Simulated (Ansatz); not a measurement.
Relaxed ZnSe (zinc blende):

```yaml
crystal:
  lattice:
    - [0.00000, 2.86650, 2.86650]
    - [2.86650, 0.00000, 2.86650]
    - [2.86650, 2.86650, 0.00000]
  atoms:
    - { symbol: Se, position: [0.75000, 0.75000, 0.75000] }
    - { symbol: Zn, position: [0.00000, 0.00000, 0.00000] }
```

In each cell atom 1 (Se, nearest neighbour Zn at 2.482 Å; its periodic images, 4.1 Å or more away, move with it) moves by s·(0.577, 0.577, 0.577) (towards the nearest neighbour), the rest being held.

Calculation: PBE (plane waves to 420 eV, PAW, scalar-relativistic; Ansatz, an electronic-structure program). k mesh 8×8×8 (Γ-centred), Fermi-Dirac smearing 0.05 eV. Energies are smeared free energies. Left out: 1 of 11 points, with atoms too close for the PAW data. F∥ is the force on the atom along that direction. ZnSe was relaxed with its symmetry unable to fall. The zero of ΔE is the undisplaced structure.

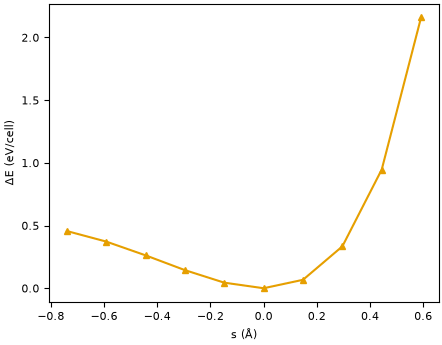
*ΔE (eV/cell) against s (Å); markers are the computed points, lines only join them.*

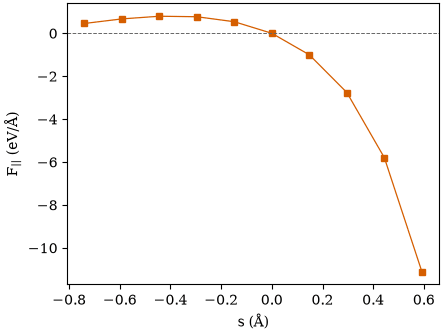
Figure: F∥ (eV/Å) against s (Å); markers are the computed points, lines only join them.

The force constant k = d²E/ds² at s = 0 (finite differences) is 4.96 eV/Å² and the energy at s = 0.592 Å is 2160 meV/cell. Shape of the curve: a single well with its minimum at or next to zero displacement. Harmonic estimate at the end of the scan: ½ks² = 869 meV/cell against the computed 2160 meV/cell, so the well is stiffer than harmonic there. Symmetry of the curve: not even: the positive side lies higher at ±0.592 Å.

The forces along the line at the two nearest points give (0.538 − (-1.004)) / (2·0.148) = 5.21 eV/Å²; the next pair corrects for the finite step.

(A displaced cell: forces are minus the slopes of the energy, force constants its curvatures, and phonons follow from these.)
